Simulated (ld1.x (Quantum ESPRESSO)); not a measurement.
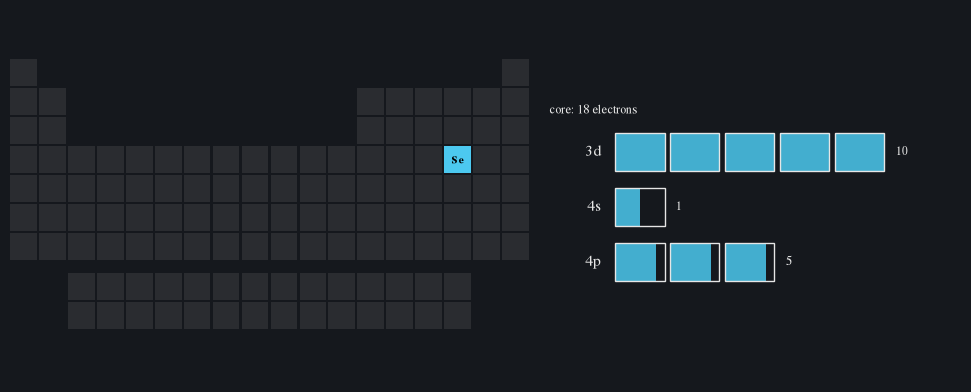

Left, the place of selenium in the periodic table; right, the valence shells of the reference configuration: a box for each of the 2l + 1 orbitals, shaded by the share of the shell that is filled, with the electron count at the right.

## Pseudopotential generation: Se (part 1 of 2)

System: selenium (Se, Z = 34), core [Ar], reference valence 3d10 4s1 4p5, valence charge 16.
Method: RRKJ potential, LDA (PZ), scalar-relativistic, made with ld1.x (Quantum ESPRESSO) 7.5.

## Log
```
     Program LD1 v.7.5
     --------------------------- All-electron run ----------------------------

     Se
     scalar relativistic calculation

     atomic number is 34.00
     dft =PZ   lsd =0 sic =0 latt =0  beta=0.20 tr2=1.0E-14
     Exchange-correlation= PZ
                           (   1   1   0   0   0   0   0)
     mesh =1211 r(mesh) =  99.34906 a.u. xmin = -7.00 dx = 0.01250
     1 Ry =  13.60569312 eV, c = 137.03599908

     n l     nl                  e(Ry)          e(Ha)          e(eV)
     1 0     1S 1( 2.00)      -917.6531      -458.8265    -12485.3063
     2 0     2S 1( 2.00)      -118.0613       -59.0307     -1606.3061
     2 1     2P 1( 6.00)      -103.9646       -51.9823     -1414.5103
     3 0     3S 1( 2.00)       -15.7489        -7.8745      -214.2752
     3 1     3P 1( 6.00)       -11.3411        -5.6706      -154.3038
     3 2     3D 1(10.00)        -4.0392        -2.0196       -54.9556
     4 0     4S 1( 1.00)        -1.3464        -0.6732       -18.3183
     4 1     4P 1( 5.00)        -0.5342        -0.2671        -7.2677

     final scf error:  5.7E-15 reached in  28 iterations

     Etot =   -4852.770045 Ry,   -2426.385023 Ha,  -66025.300033 eV

     Ekin =    4950.137221 Ry,    2475.068610 Ha,   67350.047940 eV
     Encl =  -11702.378657 Ry,   -5851.189329 Ha, -159218.972817 eV
     Eh   =    2068.507588 Ry,    1034.253794 Ha,   28143.479462 eV
     Exc  =    -169.036197 Ry,     -84.518098 Ha,   -2299.854618 eV

     normalization and overlap integrals

     s(1S/1S) =  1.000000  <r> =   0.0441  <r2> =    0.0026  r(max) =   0.0287
     s(2S/2S) =  1.000000  <r> =   0.1962  <r2> =    0.0454  r(max) =   0.1651
     s(2P/2P) =  1.000000  <r> =   0.1713  <r2> =    0.0359  r(max) =   0.1318
     s(3S/3S) =  1.000000  <r> =   0.5752  <r2> =    0.3810  r(max) =   0.5021
     s(3P/3P) =  1.000000  <r> =   0.5902  <r2> =    0.4090  r(max) =   0.5021
     s(3D/3D) =  1.000000  <r> =   0.6301  <r2> =    0.4968  r(max) =   0.4487
     s(4S/4S) =  1.000000  <r> =   1.7710  <r2> =    3.6065  r(max) =   1.4898
     s(4P/4P) =  1.000000  <r> =   2.2476  <r2> =    5.9623  r(max) =   1.7747

     ------------------------ End of All-electron run ------------------------

     --------------------- Generating NC pseudopotential ---------------------

      Generating local pot.: lloc=2, matching radius rcloc =   1.1000

      Wfc   4S  rcut= 1.490  Estimated cut-off energy=       19.99 Ry
      Using 4 Bessel functions for this wfc, rho(0) = 0.010
      This function has    0 nodes for 0 < r <    1.490

      Wfc   4P  rcut= 1.490  Estimated cut-off energy=       77.06 Ry
      This function has    0 nodes for 0 < r <    1.490

     ------------------- End of pseudopotential generation -------------------

     --------------------------- All-electron run ----------------------------

     Se
     scalar relativistic calculation

     atomic number is 34.00
     dft =PZ   lsd =0 sic =0 latt =0  beta=0.20 tr2=1.0E-14
     Exchange-correlation= PZ
                           (   1   1   0   0   0   0   0)
     mesh =1211 r(mesh) =  99.34906 a.u. xmin = -7.00 dx = 0.01250
     1 Ry =  13.60569312 eV, c = 137.03599908

     n l     nl                  e(Ry)          e(Ha)          e(eV)
     1 0     1S 1( 2.00)      -917.6531      -458.8265    -12485.3063
     2 0     2S 1( 2.00)      -118.0613       -59.0307     -1606.3061
     2 1     2P 1( 6.00)      -103.9646       -51.9823     -1414.5103
     3 0     3S 1( 2.00)       -15.7489        -7.8745      -214.2752
     3 1     3P 1( 6.00)       -11.3411        -5.6706      -154.3038
     3 2     3D 1(10.00)        -4.0392        -2.0196       -54.9556
     4 0     4S 1( 1.00)        -1.3464        -0.6732       -18.3183
     4 1     4P 1( 5.00)        -0.5342        -0.2671        -7.2677

     final scf error:  5.7E-15 reached in  28 iterations

     Etot =   -4852.770045 Ry,   -2426.385023 Ha,  -66025.300033 eV

     Ekin =    4950.137221 Ry,    2475.068610 Ha,   67350.047940 eV
     Encl =  -11702.378657 Ry,   -5851.189329 Ha, -159218.972817 eV
     Eh   =    2068.507588 Ry,    1034.253794 Ha,   28143.479462 eV
     Exc  =    -169.036197 Ry,     -84.518098 Ha,   -2299.854618 eV

     normalization and overlap integrals

     s(1S/1S) =  1.000000  <r> =   0.0441  <r2> =    0.0026  r(max) =   0.0287
     s(2S/2S) =  1.000000  <r> =   0.1962  <r2> =    0.0454  r(max) =   0.1651
     s(2P/2P) =  1.000000  <r> =   0.1713  <r2> =    0.0359  r(max) =   0.1318
     s(3S/3S) =  1.000000  <r> =   0.5752  <r2> =    0.3810  r(max) =   0.5021
     s(3P/3P) =  1.000000  <r> =   0.5902  <r2> =    0.4090  r(max) =   0.5021
     s(3D/3D) =  1.000000  <r> =   0.6301  <r2> =    0.4968  r(max) =   0.4487
     s(4S/4S) =  1.000000  <r> =   1.7710  <r2> =    3.6065  r(max) =   1.4898
     s(4P/4P) =  1.000000  <r> =   2.2476  <r2> =    5.9623  r(max) =   1.7747

     ------------------------ End of All-electron run ------------------------

     Computing logarithmic derivative in   1.65683
     Computing logarithmic derivative in   1.65683
     Computing the partial wave expansion
     R is outside the sphere for l=    0 j= 0.00
     R is outside the sphere for l=    1 j= 0.00
       no projector for channel:   2

     ---------------------- Testing the pseudopotential ----------------------

     Se
     scalar relativistic calculation

     atomic number is 34.00   valence charge is 16.00
     dft =PZ   lsd =0 sic =0 latt =0  beta=0.20 tr2=1.0E-14
     mesh =1211 r(mesh) =  99.34906 xmin = -7.00 dx = 0.01250

     n l     nl             e AE (Ry)        e PS (Ry)    De AE-PS (Ry)
     3 2     3D   1(10.00)       -4.03916       -4.03918        0.00002
     1 0     4S   1( 1.00)       -1.34637       -1.34638        0.00001
     2 1     4P   1( 5.00)       -0.53416       -0.53417        0.00000

     eps = 5.6E-15  iter = 27

     Etot =   -4852.770045 Ry,   -2426.385023 Ha,  -66025.300033 eV
     Etotps =  -252.753497 Ry,    -126.376749 Ha,   -3438.886518 eV

     Ekin =     294.047295 Ry,     147.023648 Ha,    4000.717265 eV
     Encl =    -740.976039 Ry,    -370.488020 Ha,  -10081.492605 eV
     Ehrt =     216.798383 Ry,     108.399192 Ha,    2949.692272 eV
     Ecxc =     -26.750253 Ry,     -13.375127 Ha,    -363.955737 eV
     Epseu=       4.127117 Ry,       2.063559 Ha,      56.152288 eV

     ---------------------- End of pseudopotential test ----------------------
```

## Output of the test run (extracts)
```
     ---------------------- Testing the pseudopotential ----------------------

     Se
     scalar relativistic calculation

     atomic number is 34.00   valence charge is 16.00
     dft =PZ   lsd =0 sic =0 latt =0  beta=0.20 tr2=1.0E-14
     mesh =1211 r(mesh) =  99.34906 xmin = -7.00 dx = 0.01250

     n l     nl             e AE (Ry)        e PS (Ry)    De AE-PS (Ry)
     3 2     3D   1(10.00)       -4.03916       -4.03918        0.00002
     1 0     4S   1( 1.00)       -1.34637       -1.34638        0.00001
     2 1     4P   1( 5.00)       -0.53416       -0.53417        0.00000

     eps = 6.3E-15  iter = 26

     Etot =   -4852.770045 Ry,   -2426.385023 Ha,  -66025.300033 eV
     Etotps =  -252.753498 Ry,    -126.376749 Ha,   -3438.886534 eV

     Ekin =     294.047295 Ry,     147.023648 Ha,    4000.717260 eV
     Encl =    -740.976041 Ry,    -370.488020 Ha,  -10081.492622 eV
     Ehrt =     216.798384 Ry,     108.399192 Ha,    2949.692278 eV
     Ecxc =     -26.750253 Ry,     -13.375127 Ha,    -363.955738 eV
     Epseu=       4.127117 Ry,       2.063559 Ha,      56.152289 eV

     ---------------------- End of pseudopotential test ----------------------

     ---------------------- Testing the pseudopotential ----------------------

     Se
     scalar relativistic calculation

     atomic number is 34.00   valence charge is 16.00
     dft =PZ   lsd =0 sic =0 latt =0  beta=0.20 tr2=1.0E-14
     mesh =1211 r(mesh) =  99.34906 xmin = -7.00 dx = 0.01250

     n l     nl             e AE (Ry)        e PS (Ry)    De AE-PS (Ry)
     3 2     3D   1(10.00)       -3.92386       -3.92307       -0.00078
     1 0     4S   1( 2.00)       -1.28516       -1.28554        0.00038
     2 1     4P   1( 4.00)       -0.48956       -0.48975        0.00019

     eps = 7.6E-15  iter = 27

     Etot =   -4853.574020 Ry,   -2426.787010 Ha,  -66036.238661 eV
     Etotps =  -253.557603 Ry,    -126.778801 Ha,   -3449.826933 eV
     dEtot_ae =      -0.803974 Ry
     dEtot_ps =      -0.804105 Ry,   Delta E=       0.000130 Ry

     Ekin =     293.153150 Ry,     146.576575 Ha,    3988.551791 eV
     Encl =    -742.771546 Ry,    -371.385773 Ha,  -10105.921710 eV
     Ehrt =     218.282945 Ry,     109.141473 Ha,    2969.890768 eV
     Ecxc =     -26.851855 Ry,     -13.425928 Ha,    -365.338102 eV
     Epseu=       4.629703 Ry,       2.314852 Ha,      62.990320 eV

     ---------------------- End of pseudopotential test ----------------------

     ---------------------- Testing the pseudopotential ----------------------

     Se
     scalar relativistic calculation

     atomic number is 34.00   valence charge is 16.00
     dft =PZ   lsd =0 sic =0 latt =0  beta=0.20 tr2=1.0E-14
     mesh =1211 r(mesh) =  99.34906 xmin = -7.00 dx = 0.01250

     n l     nl             e AE (Ry)        e PS (Ry)    De AE-PS (Ry)
     3 2     3D   1(10.00)       -4.69541       -4.68923       -0.00618  !
     1 0     4S   1( 2.00)       -1.99043       -1.99031       -0.00012
     2 1     4P   1( 3.00)       -1.14576       -1.14572       -0.00004

     eps = 5.3E-15  iter = 21

     Etot =   -4852.764894 Ry,   -2426.382447 Ha,  -66025.229941 eV
     Etotps =  -252.748238 Ry,    -126.374119 Ha,   -3438.814964 eV
     dEtot_ae =       0.005152 Ry
     dEtot_ps =       0.005260 Ry,   Delta E=      -0.000109 Ry

     Ekin =     292.819099 Ry,     146.409549 Ha,    3984.006798 eV
     Encl =    -730.600069 Ry,    -365.300035 Ha,   -9940.320336 eV
     Ehrt =     206.746472 Ry,     103.373236 Ha,    2812.929048 eV
     Ecxc =     -26.268406 Ry,     -13.134203 Ha,    -357.399872 eV
     Epseu=       4.554667 Ry,       2.277333 Ha,      61.969398 eV

     ---------------------- End of pseudopotential test ----------------------

     ---------------------- Testing the pseudopotential ----------------------

     Se
     scalar relativistic calculation

     atomic number is 34.00   valence charge is 16.00
     dft =PZ   lsd =0 sic =0 latt =0  beta=0.20 tr2=1.0E-14
     mesh =1211 r(mesh) =  99.34906 xmin = -7.00 dx = 0.01250

     n l     nl             e AE (Ry)        e PS (Ry)    De AE-PS (Ry)
     3 2     3D   1(10.00)       -5.59388       -5.57797       -0.01591  !
     1 0     4S   1( 2.00)       -2.78636       -2.78505       -0.00131
     2 1     4P   1( 2.00)       -1.88946       -1.88866       -0.00080

     eps = 6.9E-15  iter = 26

     Etot =   -4851.253885 Ry,   -2425.626942 Ha,  -66004.671617 eV
     Etotps =  -251.237352 Ry,    -125.618676 Ha,   -3418.258310 eV
     dEtot_ae =       1.516161 Ry
     dEtot_ps =       1.516146 Ry,   Delta E=       0.000014 Ry

     Ekin =     292.339424 Ry,     146.169712 Ha,    3977.480490 eV
     Encl =    -716.547835 Ry,    -358.273917 Ha,   -9749.129949 eV
     Ehrt =     194.214535 Ry,      97.107268 Ha,    2642.423364 eV
     Ecxc =     -25.600734 Ry,     -12.800367 Ha,    -348.315733 eV
     Epseu=       4.357258 Ry,       2.178629 Ha,      59.283519 eV

     ---------------------- End of pseudopotential test ----------------------

     ---------------------- Testing the pseudopotential ----------------------

     Se
     scalar relativistic calculation

     atomic number is 34.00   valence charge is 16.00
     dft =PZ   lsd =0 sic =0 latt =0  beta=0.20 tr2=1.0E-14
     mesh =1211 r(mesh) =  99.34906 xmin = -7.00 dx = 0.01250

     n l     nl             e AE (Ry)        e PS (Ry)    De AE-PS (Ry)
     3 2     3D   1(10.00)       -3.72282       -3.72289        0.00007
     1 0     4S   1( 2.00)       -1.09666       -1.09709        0.00042
     2 1     4P   1( 4.30)       -0.31452       -0.31471        0.00019

     eps = 4.5E-15  iter = 28

     Etot =   -4853.694314 Ry,   -2426.847157 Ha,  -66037.875349 eV
     Etotps =  -253.677975 Ry,    -126.838988 Ha,   -3451.464685 eV
     dEtot_ae =      -0.924269 Ry
     dEtot_ps =      -0.924477 Ry,   Delta E=       0.000208 Ry

     Ekin =     293.219819 Ry,     146.609910 Ha,    3989.458878 eV
     Encl =    -745.961995 Ry,    -372.980997 Ha,  -10149.329979 eV
     Ehrt =     221.433729 Ry,     110.716865 Ha,    3012.759366 eV
     Ecxc =     -27.002910 Ry,     -13.501455 Ha,    -367.393308 eV
     Epseu=       4.633381 Ry,       2.316690 Ha,      63.040359 eV

     ---------------------- End of pseudopotential test ----------------------

     ---------------------- Testing the pseudopotential ----------------------

     Se
     scalar relativistic calculation

     atomic number is 34.00   valence charge is 16.00
     dft =PZ   lsd =0 sic =0 latt =0  beta=0.20 tr2=1.0E-14
     mesh =1211 r(mesh) =  99.34906 xmin = -7.00 dx = 0.01250

     n l     nl             e AE (Ry)        e PS (Ry)    De AE-PS (Ry)
     3 2     3D   1(10.00)       -4.81193       -4.80673       -0.00519  !
     1 0     4S   1( 1.00)       -2.05362       -2.05299       -0.00063
     2 1     4P   1( 4.00)       -1.19538       -1.19501       -0.00038

     eps = 9.8E-15  iter = 20

     Etot =   -4851.913426 Ry,   -2425.956713 Ha,  -66013.645135 eV
     Etotps =  -251.896905 Ry,    -125.948452 Ha,   -3427.231986 eV
     dEtot_ae =       0.856619 Ry
     dEtot_ps =       0.856593 Ry,   Delta E=       0.000026 Ry

     Ekin =     293.755741 Ry,     146.877871 Ha,    3996.750466 eV
     Encl =    -728.778463 Ry,    -364.389231 Ha,   -9915.536121 eV
     Ehrt =     205.270856 Ry,     102.635428 Ha,    2792.852277 eV
     Ecxc =     -26.160791 Ry,     -13.080396 Ha,    -355.935701 eV
     Epseu=       4.015752 Ry,       2.007876 Ha,      54.637093 eV

     ---------------------- End of pseudopotential test ----------------------

     ---------------------- Testing the pseudopotential ----------------------

     Se
     scalar relativistic calculation

     atomic number is 34.00   valence charge is 16.00
     dft =PZ   lsd =0 sic =0 latt =0  beta=0.20 tr2=1.0E-14
     mesh =1211 r(mesh) =  99.34906 xmin = -7.00 dx = 0.01250

     n l     nl             e AE (Ry)        e PS (Ry)    De AE-PS (Ry)
     3 2     3D   1(10.00)       -4.29180       -4.28883       -0.00297
     1 0     4S   1( 2.00)       -1.62460       -1.62481        0.00020
     2 1     4P   1( 3.50)       -0.80506       -0.80520        0.00013

     eps = 8.8E-15  iter = 23

     Etot =   -4853.251556 Ry,   -2426.625778 Ha,  -66031.851320 eV
     Etotps =  -253.235004 Ry,    -126.617502 Ha,   -3445.437748 eV
     dEtot_ae =      -0.481511 Ry
     dEtot_ps =      -0.481505 Ry,   Delta E=      -0.000005 Ry

     Ekin =     293.006270 Ry,     146.503135 Ha,    3986.553392 eV
     Encl =    -736.953716 Ry,    -368.476858 Ha,  -10026.766101 eV
     Ehrt =     212.680283 Ry,     106.340141 Ha,    2893.662662 eV
     Ecxc =     -26.573409 Ry,     -13.286704 Ha,    -361.549645 eV
     Epseu=       4.605568 Ry,       2.302784 Ha,      62.661942 eV

     ---------------------- End of pseudopotential test ----------------------
```

(Continued in part 2.) Outcome of the run: generated, with a ghost state.
